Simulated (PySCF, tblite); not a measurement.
**C2H7OSi2 radical: geometry, infrared bands and EPR parameters**

Wanted: the infrared bands and EPR parameters of C2H7OSi2 radical (`[CH2][SiH2]C(=O)[SiH3]`), by calculation.

The runs use tblite 0.8.0 and PySCF 2.14.0, with density-fitted response routines of our own; the level of theory stands in each step. All values are computed, except where a source is named. Atoms are numbered from 0 throughout.

**1. Starting geometry**

12 atoms, charge 0, multiplicity 2; geometry from: force field or distance geometry start.

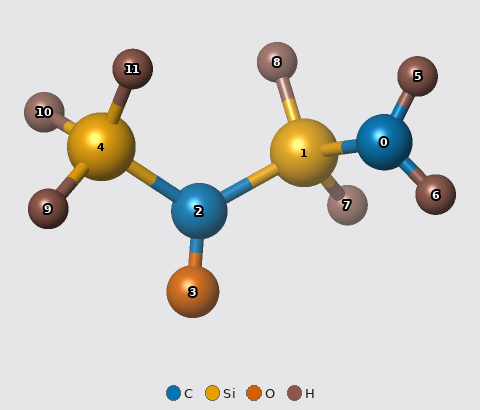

As it starts; carbon blue, silicon amber, oxygen orange, hydrogen brown, atoms numbered.

**2. Optimising the geometry with GFN2-xTB**

Job settings and geometry (Å):

```
{"job": {"kind": "relax", "xc": "GFN2-xTB", "basis": "xTB"}, "charge": 0, "multiplicity": 2}
C      2.171800    -0.185800     0.863300
Si     0.896300    -0.049100    -0.486800
C     -0.744900    -0.688900     0.043900
O     -1.038400    -1.839200    -0.124700
Si    -1.984400     0.435000     0.803100
H      2.818200     0.690000     0.958400
H      2.797600    -1.073800     0.822600
H      1.340300    -0.834400    -1.645600
H      0.694200     1.367000    -0.813500
H     -2.858200    -0.408900     1.652300
H     -2.795000     1.150100    -0.192300
H     -1.296200     1.437200     1.622800
```

Started as:

```sh
$ OMP_NUM_THREADS=1 python probes_run.py task.json out
```

This one command runs all jobs of the session in turn.

The program printed:

```text
step      E/eV     max force
  0    -414.27717    2.671
  1    -414.47712    1.238
  2    -414.57422    1.269
  3    -414.61259    0.746
  4    -414.64766    0.738
  5    -414.71775    0.523
  6    -414.73449    0.420
  7    -414.77226    0.289
  8    -414.78547    0.309
  9    -414.79394    0.235
 10    -414.79718    0.147
 11    -414.80062    0.137
 12    -414.80483    0.203
 13    -414.81093    0.258
 14    -414.81669    0.213
 15    -414.82059    0.169
 16    -414.82340    0.233
 17    -414.82657    0.239
 18    -414.83061    0.231
 19    -414.83607    0.154
 20    -414.83886    0.158
 21    -414.84154    0.152
 22    -414.84440    0.139
 23    -414.84860    0.146
 24    -414.85313    0.177
 25    -414.85682    0.152
 26    -414.85909    0.130
 27    -414.86048    0.103
 28    -414.86183    0.104
 29    -414.86333    0.107
 30    -414.86471    0.146
 31    -414.86584    0.146
 32    -414.86677    0.101
 33    -414.86763    0.115
 34    -414.86866    0.110
 35    -414.86998    0.139
 36    -414.87129    0.105
 37    -414.87185    0.061
 38    -414.87213    0.041
 39    -414.87226    0.030
 40    -414.87242    0.040
 41    -414.87258    0.040
 42    -414.87274    0.051
 43    -414.87289    0.042
 44    -414.87303    0.039
 45    -414.87317    0.045
 46    -414.87330    0.036
 47    -414.87340    0.029
 48    -414.87348    0.029
 49    -414.87359    0.037
 50    -414.87372    0.050
 51    -414.87387    0.047
 52    -414.87401    0.032
 53    -414.87418    0.033
 54    -414.87443    0.056
 55    -414.87477    0.084
 56    -414.87507    0.074
 57    -414.87523    0.036
 58    -414.87529    0.025
 59    -414.87535    0.036
 60    -414.87543    0.044
 61    -414.87552    0.036
 62    -414.87558    0.020
 63    -414.87561    0.018
 64    -414.87564    0.021
 65    -414.87571    0.042
 66    -414.87585    0.068
 67    -414.87612    0.090
 68    -414.87650    0.082
 69    -414.87680    0.036
 70    -414.87693    0.027
 71    -414.87700    0.027
 72    -414.87714    0.049
 73    -414.87737    0.058
 74    -414.87774    0.047
 75    -414.87799    0.040
 76    -414.87809    0.030
 77    -414.87817    0.023
 78    -414.87826    0.032
 79    -414.87841    0.043
 80    -414.87860    0.043
 81    -414.87877    0.036
 82    -414.87886    0.016
 83    -414.87889    0.010
```

It took 0.37 s on 1 thread of Arm Neoverse V2, shared host.

Step by step: (not every step is listed)

```csv
step,energy from step 0 (eV),largest force (eV/Å)
0,0.0000,2.6708
1,-0.2000,1.2384
2,-0.2971,1.2689
3,-0.3354,0.7464
4,-0.3705,0.7381
5,-0.4406,0.5233
6,-0.4573,0.4201
7,-0.4951,0.2887
8,-0.5083,0.3094
15,-0.5434,0.1690
22,-0.5672,0.1394
29,-0.5862,0.1065
36,-0.5941,0.1052
43,-0.5957,0.0422
50,-0.5965,0.0505
57,-0.5981,0.0359
64,-0.5985,0.0212
71,-0.5998,0.0273
78,-0.6011,0.0323
79,-0.6012,0.0433
80,-0.6014,0.0426
81,-0.6016,0.0359
82,-0.6017,0.0162
83,-0.6017,0.0097
```

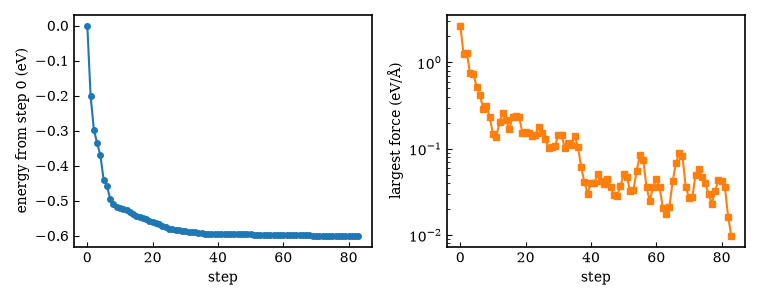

Energy and largest force along the relaxation.

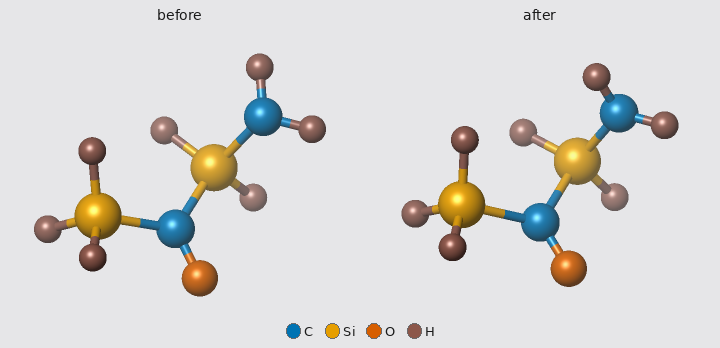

The geometry before (left) and after (right).

Close pairs (by a distance rule), those that changed most:

```csv
bond,before (Å),after (Å),change (Å)
Si1–C2,1.840,1.976,+0.136
C2–Si4,1.837,1.936,+0.099
C0–Si1,1.862,1.810,-0.053
Si4–H9,1.482,1.458,-0.024
C0–H5,1.093,1.077,-0.016
C0–H6,1.087,1.077,-0.010
Si1–H7,1.469,1.460,-0.009
Si4–H10,1.469,1.462,-0.008
```

The next job starts from the end point, and lists it.

**3. Infrared spectrum with GFN2-xTB**

Job settings and geometry (Å):

```
{"job": {"kind": "ir", "xc": "GFN2-xTB", "basis": "xTB"}, "charge": 0, "multiplicity": 2}
C      2.104013    -0.109335     0.674136
Si     1.011232    -0.006492    -0.764626
C     -0.655286    -0.726063     0.015009
O     -0.861296    -1.911580    -0.028520
Si    -1.875934     0.459838     0.938911
H      2.107522     0.642743     1.445128
H      2.618452    -1.017887     0.938493
H      1.329619    -0.876366    -1.892805
H      0.634158     1.344576    -1.190801
H     -2.815117    -0.334274     1.722121
H     -2.550030     1.205810    -0.122014
H     -1.046135     1.328345     1.768381
```

The program printed:

```text
mode    cm-1     km/mol
  1      48.9      0.27
  2      53.4      0.87
  3      96.6      4.73
  4     147.4      0.09
  5     200.4      1.32
  6     312.7      7.44
  7     328.6     11.39
  8     401.7      4.05
  9     440.9     36.31
 10     495.2     20.39
 11     520.4     68.80
 12     549.4     32.05
 13     555.4     47.77
 14     647.7     49.36
 15     742.6    151.06
 16     745.4    344.80
 17     754.0    151.52
 18     763.2     84.65
 19     771.3    207.29
 20     779.7     52.18
 21     921.4     76.59
 22    1394.1      3.03
 23    1706.2    430.67
 24    2223.1    273.88
 25    2282.2    249.49
 26    2285.0    219.32
 27    2302.0    250.40
 28    2317.5    287.90
 29    3081.5      4.29
 30    3116.1     24.24
```

It took 0.27 s on 1 thread of Arm Neoverse V2, shared host.

Which atoms move in the most intense modes:

```csv
cm⁻¹,km/mol,atoms
745,344.8,"H6 17 %, H5 17 %, H10 16 %, H9 15 %"
771,207.3,"H9 45 %, H10 23 %, H8 10 %"
1706,430.7,"C2 57 %, O3 43 %"
2223,273.9,H8 95 %
2282,249.5,H7 91 %
2285,219.3,H10 93 %
2302,250.4,H11 92 %
2318,287.9,H9 95 %
```

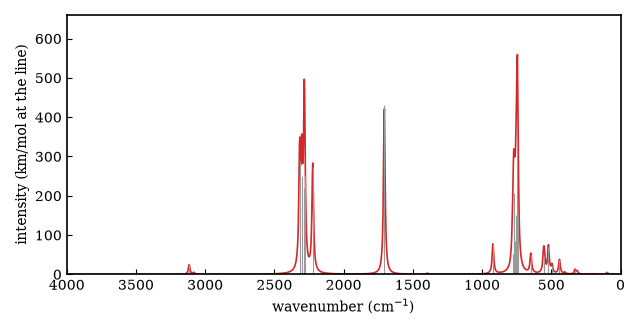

The infrared spectrum from these modes, unscaled. Lines are broadened to a width of 14 cm⁻¹ (Lorentzian).

**4. g tensor and hyperfine couplings: B3LYP/pcH-1**

The job, as its differences from that of step 3:

```diff
@@ -1,2 +1,2 @@
-{"job": {"kind": "ir", "xc": "GFN2-xTB", "basis": "xTB"}, "charge": 0, "multiplicity": 2}
+{"job": {"kind": "epr", "basis": "pcH-1"}, "charge": 0, "multiplicity": 2}
 C      2.104013    -0.109335     0.674136
```

Method: UKS B3LYP, pcH-1 on C H O Si, non-relativistic, mean-field spin-orbit, GIAO.

The program printed:

```text
UKS, coarse grid
  cycle   1  E = -734.44620077  |g| = 5.66e-01
  cycle   2  E = -733.87179961  |g| = 1.31e+00
  cycle   3  E = -734.55551812  |g| = 1.90e-01
  cycle   4  E = -734.56915210  |g| = 1.05e-01
  cycle   5  E = -734.57597105  |g| = 2.98e-02
  cycle   6  E = -734.57654233  |g| = 8.31e-03
  cycle   7  E = -734.57665102  |g| = 4.12e-03
  cycle   8  E = -734.57667788  |g| = 1.35e-03
  cycle   9  E = -734.57667983  |g| = 4.28e-04
UKS, final grid
  cycle   1  E = -734.57665340  |g| = 5.80e-04
  cycle   2  E = -734.57665289  |g| = 1.32e-03
  cycle   3  E = -734.57665364  |g| = 1.48e-04
  cycle   4  E = -734.57665366  |g| = 7.69e-05
  cycle   5  E = -734.57665367  |g| = 5.46e-05
  cycle   6  E = -734.57665368  |g| = 9.36e-06
E = -734.57665368 Eh   <S^2> = 0.7677 (exact 0.7500)
g shifts (ppm)      1          2          3
  rmc          -146       -146       -146
  gc              6         34         26
  oz_so          17       1316       1486
  total        -123       1205       1367
hyperfine (MHz)  atom isotope    a_iso     a_fc   dipolar eigenvalues
    0   13C      73.37      73.45    -68.57    -68.33    136.90
    1  29Si      54.85      54.96     -3.58     -2.17      5.75
    2   13C      58.01      58.07    -14.04     -6.89     20.94
    3   17O      -4.76      -4.77    -46.23     12.14     34.08
    4  29Si     -17.99     -18.04     -8.82      4.06      4.76
    5    1H     -51.95     -51.97    -33.16     -0.54     33.70
    6    1H     -52.14     -52.15    -33.06     -0.62     33.68
    7    1H      22.10      22.10     -2.71     -1.54      4.25
    8    1H      32.55      32.55     -2.74     -1.67      4.41
    9    1H       2.96       2.96     -1.37     -0.57      1.93
   10    1H      -8.52      -8.52     -0.98     -0.89      1.87
   11    1H       8.69       8.69     -2.12     -0.87      2.99
```

Wall time 42 s (1 thread of Arm Neoverse V2, shared host); peak memory 0.8 GiB.

Principal g values 2.00220, 2.00352, 2.00369; g(iso) = 2.00314, against 2.00232 for a free electron.

Mean a(iso) over the nuclei that a row names, and the largest dipolar term of the row (other rows stand at the frozen geometry):

```csv
nuclei,isotope,a(iso) (MHz),"a(iso) (G, at g = 2.0023)",largest dipolar term (MHz)
C0,13C,73.4,26.2,136.9
C2,13C,58.0,20.7,20.9
Si1,29Si,54.8,19.6,5.8
"H5, H6",1H,-52.0,-18.6,33.7
"H7, H8",1H,27.3,9.8,4.4
Si4,29Si,-18.0,-6.4,-8.8
O3,17O,-4.8,-1.7,-46.2
"H9, H10, H11",1H,1.0,0.4,3.0
```

Mulliken spin populations:

```csv
atom,value (e)
C0,0.93
Si1,-0.06
C2,0.06
O3,0.07
Si4,0.03
H5,-0.04
H6,-0.04
H7,0.01
H8,0.02
H9,0.00
H10,-0.01
H11,0.00
```

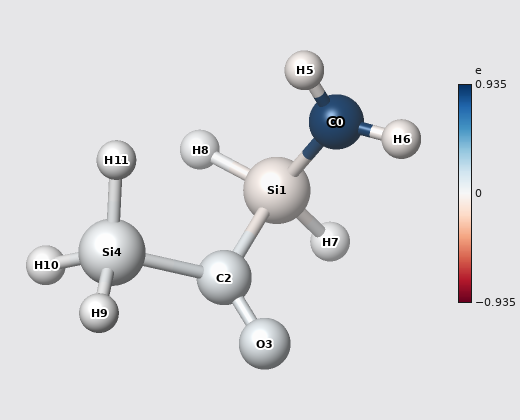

Mulliken spin populations, as colours on the atoms.

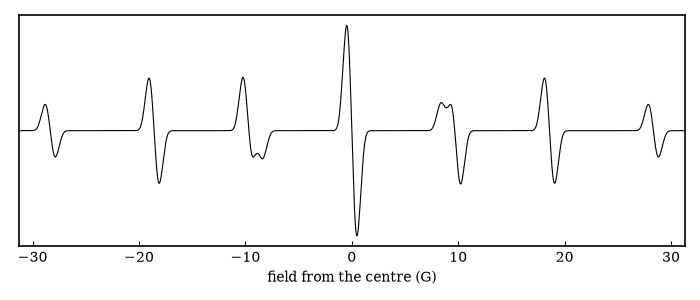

First-order isotropic spectrum (first derivative, main isotopes with spin only, couplings over 0.8 MHz, Gaussian width 0.3 G; couplings of the frozen geometry, rotation of groups not averaged beyond the rows shown).

The fields below are evaluated on a grid from the run's orbitals.

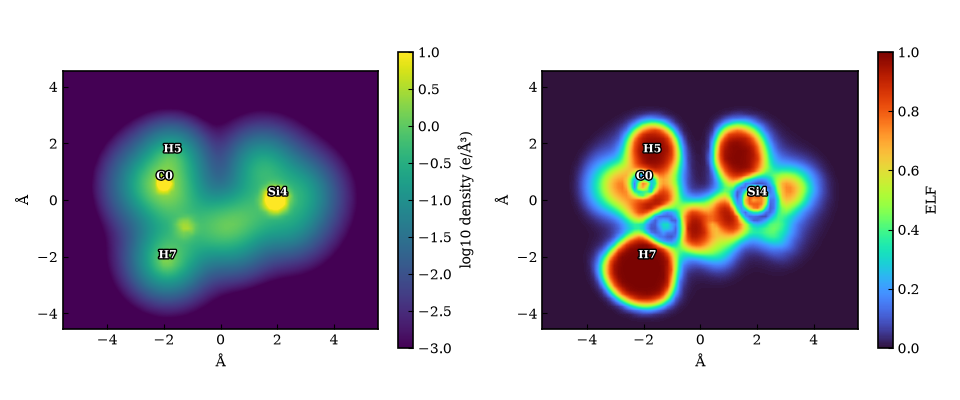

Density (left) and ELF (right) in a plane through or near 4 of the atoms.

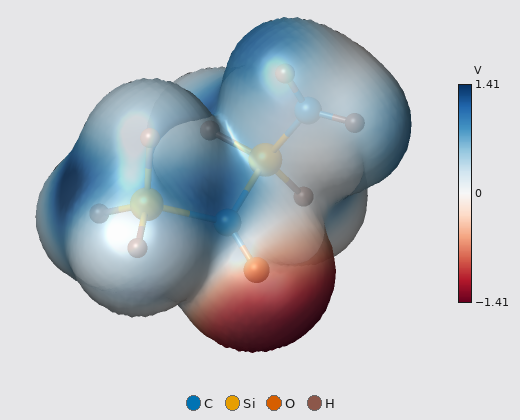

Electrostatic potential on the surface of density 0.002 e/bohr³; red is low, blue high. It runs from -1.41 V near O3 to 1.26 V near H10.

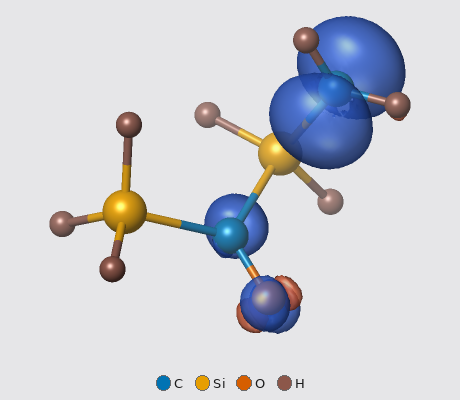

Spin density at ±0.04 e/Å³ (alpha excess blue, beta excess red).

**5. Results**

| quantity | value |
| --- | --- |
| strongest single infrared mode (GFN2-xTB) | 1706 cm⁻¹, 431 km/mol |
| zero-point energy (GFN2-xTB) | 44.3 kcal/mol |
| g(iso) (B3LYP) | 2.00314 |
| ⟨S²⟩ | 0.768 (exact 0.75) |
| largest a(iso) (averaged by class) | 13C on C0, 73.4 MHz |
| surface potential, least and greatest | -1.41 V and 1.26 V |

In words: Over 83 steps the energy fell by 0.602 eV; of the close pairs, Si1–C2 changed most, 1.840 to 1.976 Å. No mode is imaginary among the 30: a minimum at this level. The strongest single mode, at 1706 cm⁻¹, moves mainly C2 and O3. GFN2-xTB is a fitted tight-binding method: band positions and strengths are rough. Its intensities can rank the bands wrongly. C0 carries the largest spin population, 0.93 e. The isotropic g lies 0.8 ppt above the free-electron value.
